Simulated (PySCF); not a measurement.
```xyz
20

C     2.5290   -0.3089   -0.4636
C     1.0152   -0.1252   -0.5485
C     0.5963    1.1988    0.1071
B    -0.9299    1.6115    0.0717
C    -1.9838    0.8004   -0.7279
Si   -2.1417   -0.9066    0.1478
Si    0.0631   -1.6004    0.2255
H     3.0502    0.5190   -0.9456
H     2.8360   -1.2325   -0.9509
H     2.8520   -0.3514    0.5753
H     0.7539   -0.0725   -1.6125
H     1.1758    2.0120   -0.3505
H     0.9321    1.1866    1.1512
H    -1.2595    2.5294    0.7295
H    -2.9578    1.2797   -0.8101
H    -1.6522    0.5637   -1.7398
H    -3.0734   -1.7228   -0.6476
H    -2.7996   -0.7228    1.4507
H     0.5961   -1.8367    1.5778
H     0.3931   -2.8106   -0.5456
```

Geometry: GFN2-xTB.

Level of theory: WP04/pcSseg-1, SCF density, in a acetonitrile solvent model, non-relativistic in PySCF.

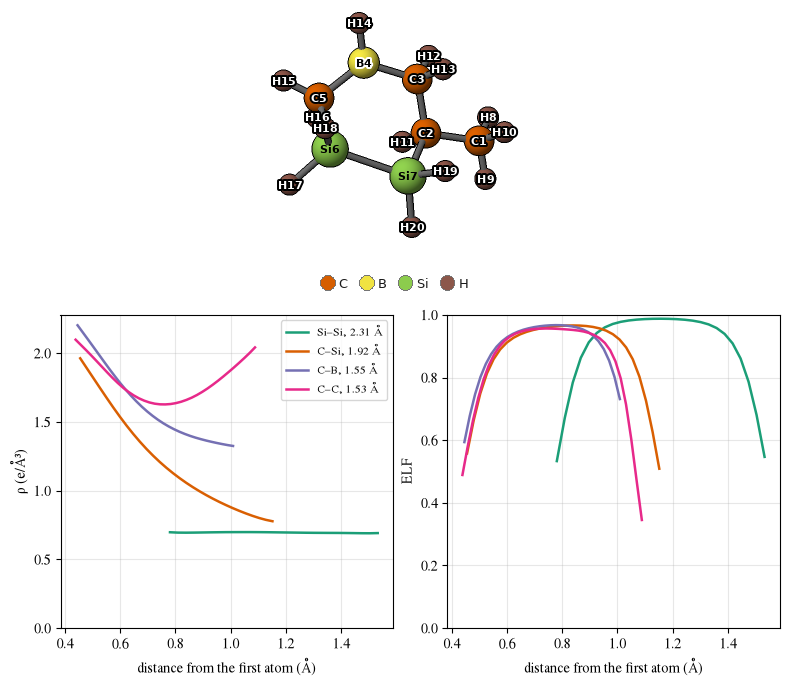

C4H13BSi2. Total electron density and electron localisation function along straight lines between neighbouring atoms. The curves leave out the atomic cores. The structure is drawn too.

> What kind of bonding do the profiles show?

Si–Si (2.31 Å): ρ is about 0.7 e/Å³ halfway; the ELF peaks at about 1 between the atoms: a shared electron pair.
C–Si (1.92 Å): the density is about 0.92 e/Å³ at the midpoint; the ELF peaks at about 0.95 between the atoms, as expected for a covalent bond.
C–B (1.55 Å): the density is about 1.5 e/Å³ at the midpoint; the ELF peaks at about 0.95 between the atoms (localised, covalent bonding).
C–C (1.53 Å): ρ is about 1.6 e/Å³ halfway; the ELF peaks at about 0.95 between the atoms; localised, covalent bonding.
